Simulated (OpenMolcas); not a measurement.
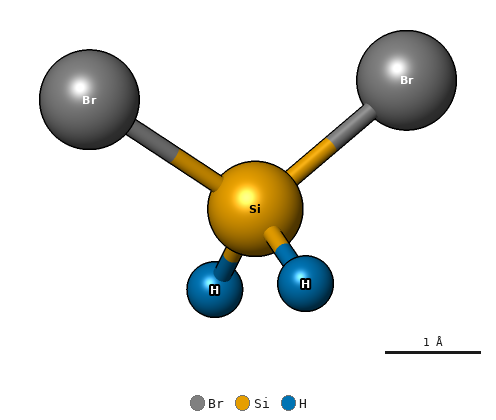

Fig. 1: The structure as given in the input (ball-and-stick view, seen at a tilt).

SiH₂Br₂: geometry relaxation (part 1 of 4)

The run: geometry relaxation of SiH₂Br₂. Method and program: HF/aug-pcseg-1, RHF (OpenMolcas 26.06).

The geometry comes from this level: PBE0-D4/def2-TZVP.

Input
```
&GATEWAY
  BasLib=$CurrDir
  Coord
  5
  bohr
  Br    -3.16092599    -2.34191869     0.68466667
  Si     0.29901136    -0.08747542     0.10333022
  Br    -0.55854635     3.42826555    -1.96911352
  H      2.08518050    -1.59347376    -1.42052603
  H      1.33526158     0.59458343     2.60164265
  Basis=aug-pcseg-1
  Group=NoSym
>>> EXPORT MOLCAS_MAXITER=40
>>> Do While

&SEWARD

&SCF
  PrOrbitals=0

&SLAPAF
>>> EndDo
```

Machine: 1 thread of Arm Neoverse V1, 24 GiB of memory available, shared host.

Command:
```bash
export MOLCAS_MEM=1860
pymolcas job.inp > job.log
```

The program's output
```
--- Start Module: gateway ---

                                              &GATEWAY

                       available to each process: 1.9 GB of memory, 1 thread

 Basis Set     1 Label: BR.AUG-PCSEG-1
 Basis set is read from library:.
 basistype.tbl is not found

 Basis Set     2 Label: SI.AUG-PCSEG-1
 Basis set is read from library:.
 basistype.tbl is not found

 Basis Set     3 Label: BR.AUG-PCSEG-1
 Basis set is read from library:.
 basistype.tbl is not found

 Basis Set     4 Label: H.AUG-PCSEG-1
 Basis set is read from library:.
 basistype.tbl is not found

++    Symmetry information:
      ---------------------

                    Character Table for C1

                             E
                    a        1  x, y, xy, Rz, z, xz, Ry, yz, Rx, I
--

++    Basis set information:
      ----------------------

      Basis set label: BR.AUG-PCSEG-1.........

      Electronic valence basis set:
      ------------------
      Associated Effective Charge  35.000000 au
      Associated Actual Charge     35.000000 au
      Nuclear Model: Point charge

      Shell  nPrim  nBasis  Cartesian Spherical Contaminant
         s      15       6        X
         p      12       5        X
         d       8       3                 X

      Basis set label: SI.AUG-PCSEG-1.........

      Electronic valence basis set:
      ------------------
      Associated Effective Charge  14.000000 au
      Associated Actual Charge     14.000000 au
      Nuclear Model: Point charge

      Shell  nPrim  nBasis  Cartesian Spherical Contaminant
         s      13       5        X
         p      10       4        X
         d       2       2                 X

      Basis set label: BR.AUG-PCSEG-1.........

      Electronic valence basis set:
      ------------------
      Associated Effective Charge  35.000000 au
      Associated Actual Charge     35.000000 au
      Nuclear Model: Point charge

      Shell  nPrim  nBasis  Cartesian Spherical Contaminant
         s      15       6        X
         p      12       5        X
         d       8       3                 X

      Basis set label: H.AUG-PCSEG-1.........

      Electronic valence basis set:
      ------------------
      Associated Effective Charge   1.000000 au
      Associated Actual Charge      1.000000 au
      Nuclear Model: Point charge

      Shell  nPrim  nBasis  Cartesian Spherical Contaminant
         s       5       3        X
         p       2       2        X
--

++    Molecular structure info:
      -------------------------

                    ************************************************
                    **** Cartesian Coordinates / bohr, angstrom ****
                    ************************************************

     Center  Label                x              y              z                     x              y              z
        1      BR1             -3.160926      -2.341919       0.684667             -1.672690      -1.239290       0.362310
        2      SI2              0.299011      -0.087475       0.103330              0.158230      -0.046290       0.054680
        3      BR3             -0.558546       3.428266      -1.969114             -0.295570       1.814160      -1.042010
        4      H4               2.085180      -1.593474      -1.420526              1.103430      -0.843230      -0.751710
        5      H5               1.335262       0.594583       2.601643              0.706590       0.314640       1.376730

                    ***************************************
                    *    InterNuclear Distances / bohr    *
                    ***************************************

               1 BR1           2 SI2           3 BR3           4 H4            5 H5
    1 BR1      0.000000
    2 SI2      4.170328        0.000000
    3 BR3      6.863669        4.170235        0.000000
    4 H4       5.702073        2.789367        5.701588        0.000000
    5 H5       5.702065        2.789370        5.701585        4.639807        0.000000

                    *******************************************
                    *    InterNuclear Distances / angstrom    *
                    *******************************************

               1 BR1           2 SI2           3 BR3           4 H4            5 H5
    1 BR1      0.000000
    2 SI2      2.206842        0.000000
    3 BR3      3.632097        2.206794        0.000000
    4 H4       3.017407        1.476070        3.017150        0.000000
    5 H5       3.017403        1.476071        3.017149        2.455280        0.000000

                    **************************************
                    *    Valence Bond Angles / degree    *
                    **************************************
                          Atom centers                 Phi
                      4 H4       2 SI2      5 H5       112.55
--

            Nuclear Potential Energy            448.27926303 au

--- Stop Module: gateway /rc=_RC_ALL_IS_WELL_ ---

>>> EXPORT MOLCAS_MAXITER = 40

--- Start Module: seward ---

                                              &SEWARD

                       available to each process: 1.9 GB of memory, 1 thread

               SEWARD will generate:
                  Multipole Moment integrals up to order  2
                  Kinetic Energy integrals
                  Nuclear Attraction integrals (point charge)
                  One-Electron Hamiltonian integrals
                  Velocity integrals
                  Orbital angular momentum around ( -1.4999   0.4381  -0.5179 )
                  Velocity quadrupole around ( -1.4999   0.4381  -0.5179 )
                  Two-Electron Repulsion integrals

                   Integrals are discarded if absolute value <: 1.00E-14
                   Integral cutoff threshold is set to       <: 1.00E-16

            Nuclear Potential Energy            448.27926303 au

      Basis set specifications :
      Symmetry species         a
      Basis functions          117

--- Stop Module: seward /rc=_RC_ALL_IS_WELL_ ---
--- Module seward spent 6 seconds ---

--- Start Module: scf ---

                                                &SCF

                       available to each process: 1.9 GB of memory, 1 thread

++    Input section:
      --------------

      Header of the integral files:

      Cartesian coordinates in angstrom:
      -----------------------------------------------------
      No.  Label        X            Y            Z
      -----------------------------------------------------
       1   BR1       -1.67269000  -1.23929000   0.36231000
       2   SI2        0.15823000  -0.04629000   0.05468000
       3   BR3       -0.29557000   1.81416000  -1.04201000
       4   H4         1.10343000  -0.84323000  -0.75171000
       5   H5         0.70659000   0.31464000   1.37673000
      -----------------------------------------------------
      Nuclear repulsion energy =  448.27926303
--

++    Orbital specifications:
      -----------------------

      Symmetry species               1
                                     a
      Frozen orbitals                0
      Occupied orbitals             43
      Secondary orbitals            74
      Deleted orbitals               0
      Total number of orbitals     117
      Number of basis functions    117
--

      Molecular charge                           0.000

++    Optimization specifications:
      ----------------------------

      SCF Algorithm: Conventional
      Minimized density differences are used
      Number of density matrices in core                 5
      Maximum number of NDDO SCF iterations            400
      Maximum number of HF SCF iterations              400
      Threshold for SCF energy change             1.00E-09
      Threshold for density matrix                1.00E-04
      Threshold for Fock matrix                   1.50E-04
      Threshold for linear dependence             1.00E-09
      Threshold at which DIIS is turned on        1.50E-01
      Maximum depth in the DIIS procedure                5
      Maximum depth in the BFGS Hessian update          30
      Threshold at which QNR/C2DIIS is turned on  7.50E-02
      Threshold for Norm(delta) (QNR/C2DIIS)      1.00E-03
      All orbitals punched on: SCFORB
--

      Input vectors read from INPORB
      Orbital file label: *Guess orbitals

++ Convergence information
                                   SCF        iterations: Energy and convergence statistics

Iter     Tot. SCF        One-elec.       Two-elec.     Energy      Max Dij or  Max Fij      DNorm      TNorm      AccCon     Time
         Energy          Energy          Energy        Change      Delta Norm                                                in Sec.

 The total and one-electron energies are shifted by a value of      5000. a.u.

   1  -434.033600834 -3458.479914439  2576.167050572   0.00E+00    1.93E-01*   4.49E-01*    1.87E+01   5.31E+02   None         1.
   2  -434.296933878 -3461.384983422  2578.808786511  -2.63E-01*   1.10E-01*   5.72E-02*    4.04E+00   5.32E+02   EDIIS        1.
   3  -434.333787715 -3461.447319791  2578.834269042  -3.69E-02*   2.34E-02*   1.22E-02*    1.22E+00   5.32E+02   c2DIIS       1.
   4  -434.344749552 -3461.247798384  2578.623785799  -1.10E-02*   1.18E-02*   3.33E-03*    1.97E-01   5.32E+02   QNRc2DIIS    1.
   5  -434.345039843 -3461.288285903  2578.663983027  -2.90E-04*   6.88E-03*   9.95E-04*    3.21E-02   5.32E+02   QNRc2DIIS    1.
   6  -434.345081825 -3461.265170450  2578.640825592  -4.20E-05*   8.55E-04    3.00E-04*    7.27E-03   5.32E+02   QNRc2DIIS    1.
   7  -434.345083813 -3461.271898655  2578.647551809  -1.99E-06*   3.47E-04    4.40E-05     1.20E-03   5.32E+02   QNRc2DIIS    1.
   8  -434.345083929 -3461.272741551  2578.648394588  -1.16E-07*   5.14E-05    7.77E-06     5.46E-04   5.32E+02   QNRc2DIIS    1.
   9  -434.345083932 -3461.271737972  2578.647391007  -2.86E-09*   1.28E-05    1.90E-06     1.92E-04   5.32E+02   QNRc2DIIS    1.
  10  -434.345083932 -3461.272100963  2578.647753998  -2.98E-10    2.35E-06    3.63E-07     1.18E-04   5.32E+02   QNRc2DIIS    1.

       Convergence after  10 Iterations
--

 *****************************************************************************************************************************
 *                                             SCF/KS-DFT Program, Final results                                             *
 *                                                       Final Results                                                       *
 *****************************************************************************************************************************

::    Total SCF energy                              -5434.3450839324
      One-electron energy                           -8461.2721009635
      Two-electron energy                            2578.6477539978
      Nuclear repulsion energy                        448.2792630333
      Kinetic energy (interpolated)                  5437.4255925283
      Virial theorem                                    0.9994334619
      Total spin, S(S+1)                                0.0000000000
      Total spin, S                                     0.0000000000
      Max non-diagonal density matrix element           0.0000014840
      Max non-diagonal Fock matrix element              0.0000001339

      No orbitals printed

++    Molecular charges:
      ------------------

      Mulliken charges per centre
      ---------------------------

                BR1     SI2     BR3     H4      H5
      Total   35.7999 11.8750 35.8000  1.2625  1.2625

      N-E     -0.7999  2.1250 -0.8000 -0.2625 -0.2625

      Total electronic charge=   86.000000

      Total            charge=   -0.000000
--

++    Molecular properties:
      ---------------------

      Charge (e):
                      =   -0.0000
      Dipole Moment (debye):
      Origin of the operator (angstrom)=   -0.7937    0.2318   -0.2741
                   X=  1.2820E+00               Y= -3.7489E-01               Z=  4.4295E-01           Total=  1.4072E+00
      Quadrupole Moment (debye*angstrom):
      Origin of the operator (angstrom)=   -0.7937    0.2318   -0.2741
                  XX= -5.0099E+01              XY= -1.1418E+00              XZ=  9.9692E-01              YY= -5.3007E+01
                  YZ=  2.7268E-01              ZZ= -5.2077E+01
      In traceless form (debye*angstrom)
                  XX=  2.4431E+00              XY= -1.7127E+00              XZ=  1.4954E+00              YY= -1.9191E+00
                  YZ=  4.0901E-01              ZZ= -5.2400E-01
--

--- Stop Module: scf /rc=_RC_ALL_IS_WELL_ ---
--- Module scf spent 7 seconds ---

--- Start Module: slapaf ---

                                              &SLAPAF

                       available to each process: 1.9 GB of memory, 1 thread

--- Stop Module: slapaf /rc=_RC_INVOKED_OTHER_MODULE_ ---

--- Start Module: alaska ---

                                              &ALASKA

                       available to each process: 1.9 GB of memory, 1 thread

                     Threshold for contributions to the gradient: 1.000E-07

                    ********************************************
                    * Symmetry Adapted Cartesian Displacements *
                    ********************************************

           Irreducible representation : a
           Basis function(s) of irrep: x, y, xy, Rz, z, xz, Ry, yz, Rx, I

 Basis Label        Type   Center Phase
   1   BR1          x         1     1
   2   BR1          y         1     1
   3   BR1          z         1     1
   4   SI2          x         2     1
   5   SI2          y         2     1
   6   SI2          z         2     1
   7   BR3          x         3     1
   8   BR3          y         3     1
   9   BR3          z         3     1
  10   H4           x         4     1
  11   H4           y         4     1
  12   H4           z         4     1
  13   H5           x         5     1
  14   H5           y         5     1
  15   H5           z         5     1

                     No automatic utilization of translational and rotational invariance of the energy is employed.

 Conventional ERI gradients!

 **************************************************
 *              Molecular gradients               *
 **************************************************

  Irreducible representation: a
 ------------------------------------------------------------------------------------------
                              X                       Y                       Z
 ------------------------------------------------------------------------------------------
  BR1               6.89622168418680E-03    4.71936461501343E-03   -1.28137470496803E-03
  SI2              -1.36409343182287E-02    3.97975787698446E-03   -4.70921877323072E-03
  BR3               1.54263177695313E-03   -7.20136970497975E-03    4.20528317079061E-03
  H4                3.26315046868331E-03   -2.68071347821408E-03   -2.65862630085367E-03
  H5                1.93893038816828E-03    1.18296069149859E-03    4.44393660826492E-03
 ------------------------------------------------------------------------------------------

--- Stop Module: alaska /rc=_RC_ALL_IS_WELL_ ---
--- Module alaska spent 14 seconds ---

--- Start Module: slapaf ---

                                              &SLAPAF

                       available to each process: 1.9 GB of memory, 1 thread

++       Slapaf input parameters:
         ------------------------

 Maximum number of iterations:                40
 Convergence test a la Schlegel.
 Convergence criterion on gradient/para.<=: 3.0E-04
 Convergence criterion on step/parameter<=: 3.0E-04
 Convergence criterion on energy change <=: 0.0E+00
 Parameters for step-restricted optimization
 Maximum step length (initial seed):       3.00E-01

 -RFO activated with parameters:
   Maximum number of data points used in RFO:      5
 Line search is performed

 -Optimization for minimum.
  Optimization method: RS-RFO.

 -Initial Hessian guessed by Hessian Model Function (HMF).
  HMF augmented with weak interactions.

 -Hessian update method: Broyden-Fletcher-Goldfarb-Shanno
  Maximum number of points in Hessian update:  5

 -Relaxation will be done on non-redundant internal coordinates, based on
  force constant weighted redundant internal coordinates.

--
```
